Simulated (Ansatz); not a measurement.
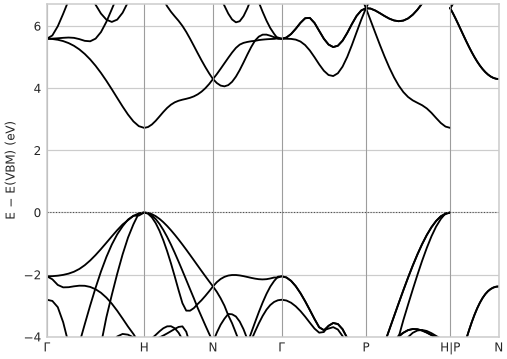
Figure. Band structure from the program Ansatz at the r²SCAN level (PAW)

Problem. Read off the gap and where the band edges lie.

Solution. About 2.7 eV (2.72 eV by a search for the band edges); maximum at H, minimum at H.

The material is C in space group Ia-3 (No. 206; C on 16c).

The start of the workflow was typed in or built on a structure type; neither database checked (COD, Materials Project) lists it. It is not the phase usual at ambient conditions (space group No. 194, 227). Symmetry was held in the r²SCAN relaxation; whether a distortion lowers the energy is not shown.

Potentials: the earlier of the program's two PAW sets.
